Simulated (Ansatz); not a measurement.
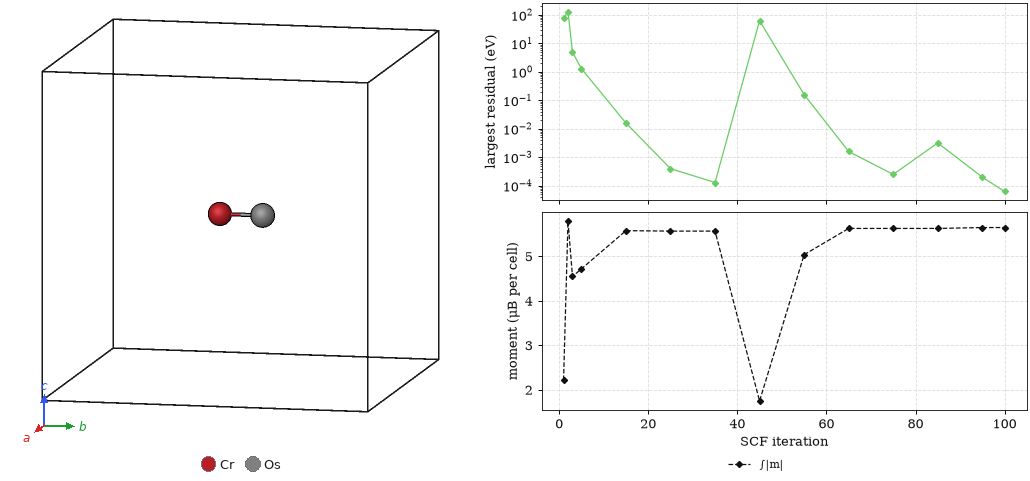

Beside the plot: the structure.

The plot shows the SCF iterations of a calculation: largest residual, magnetic moments. Only some iterations were kept.

Program: Ansatz.

```
crystal:
  lattice:
    - [16.0, 0, 0]
    - [0, 16.0, 0]
    - [0, 0, 16.0]
  atoms:
    - { symbol: Cr, position: [0.5031, 0.437475, 0.5031], spin: 6.0, spin_axis: [0, 0.5, 0.866025403784] }
    - { symbol: Os, position: [0.5031, 0.568725, 0.5031], spin: 4.0, spin_axis: [0, 0.5, 0.866025403784] }
  symmetry: { detect: false }
basis:
  ecutwfc: "600 eV"
  ecutrho_ratio: 4
kpoints:
  mp_grid: { grid: [1, 1, 1] }
hamiltonian:
  xc: pbe
  pseudopotentials: { kind: nc_fr }
magnetization:
  noncollinear: true
  spin_orbit: true
scf:
  convergence: { dr2_threshold: "1.0e-5 eV" }
  occupations: { method: fermi_dirac, width: "0.05 eV" }
```

### How did this run end?

It did not converge: it stopped after 100 iterations. The residual is still falling at the last step (down to 6 × 10⁻⁵).

### What is the residual at the start and at the end?

It starts near 80 and ends near 6 × 10⁻⁵ eV.

### How do the moments develop?

The integral of |m| doesn't settle. Over the last points it still swings between 5.0 and 5.7 μB per cell.
